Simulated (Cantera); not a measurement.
Charge: 1 mol MgO, a varied amount of HCl, 2 mol N2, held at 1748 K and 0.0100 bar.

Equilibrium computed with Cantera from the NASA thermochemical tables; the gas is ideal and each condensed phase is pure. Candidate condensed phases: H2O, Mg, MgCl2, MgO, Mg(OH)2, NH4Cl; 38 gas species. Equilibrium is a limit: real reactors are often held back by kinetics, nucleation or transport.

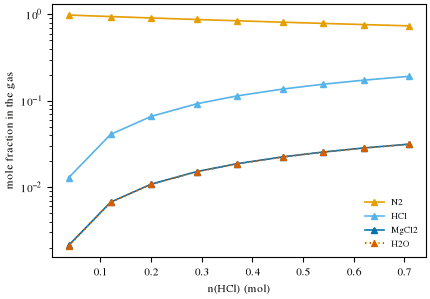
*Equilibrium gas composition (values under 1e-9 drawn at 1e-9)*

Problem. Read off the mole fractions at 0.46 mol HCl.

Solution. N2 about 0.81, HCl about 0.14, MgCl2 about 0.022, H2O about 0.022.
